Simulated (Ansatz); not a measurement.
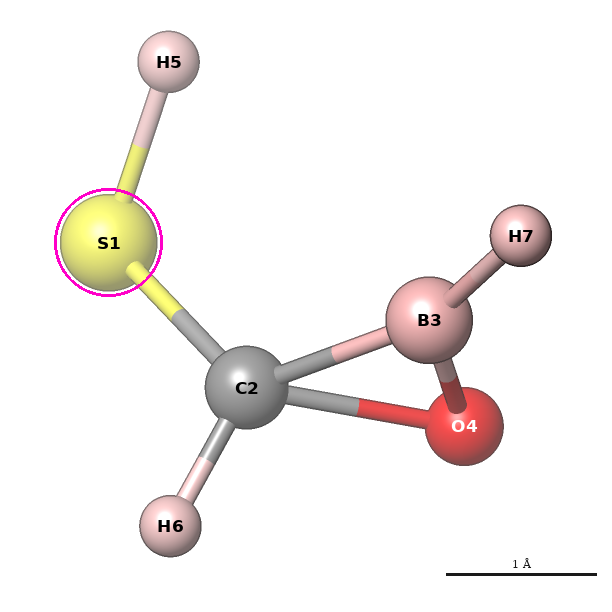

Orthographic view. Atoms fade into the background with distance from the viewer. The computed structure is the end point of a PBE0-D4/def2-TZVP optimisation.

### Which atoms are bonded to the circled atom?

The circled atom is S1; it is bonded to C2, H5.

### What is the shortest path along bonds from the circled atom to H7?

S1–C2–B3–H7, 3 bonds; through space the two are 3.89 Å apart.

### Of B3 and O4, which is nearer the viewer?

B3; the bond to O4 points away from the viewer, so it looks shorter than its 1.32 Å.

### Which atom is nearest the viewer?

H7, 1.5 Å in front of the mean position.
